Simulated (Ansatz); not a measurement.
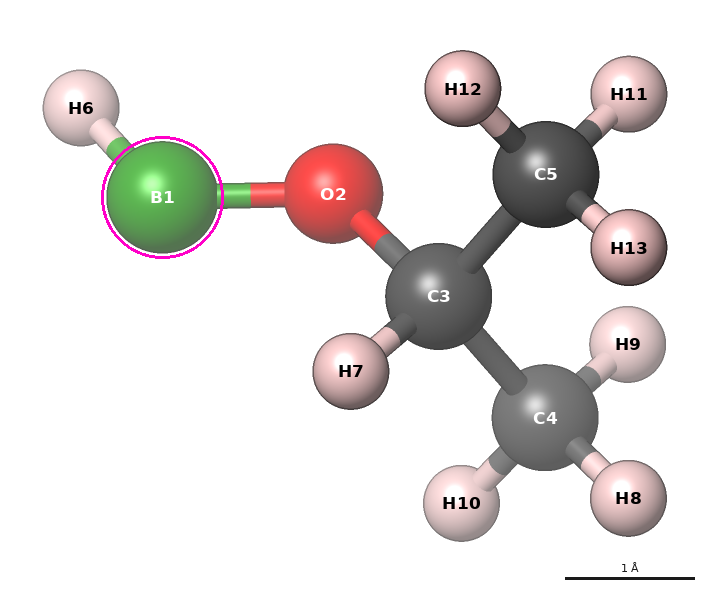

Orthographic view. Distant atoms are faded towards the background colour. State: neutral, doublet. The geometry was computed by an optimisation with PBE-D4/def2-SVP. No frequency run is at hand to confirm it as a minimum.

Name the neighbours of the circled atom.

The circled atom is B1; it is bonded to O2, H6.

Of C4 and H9, which is nearer the viewer?

C4; the bond to H9 points away from the viewer, so it looks shorter than its 1.11 Å.

What is the shortest path along bonds from the circled atom to H11?

B1–O2–C3–C5–H11, 4 bonds; through space the two are 3.89 Å apart.
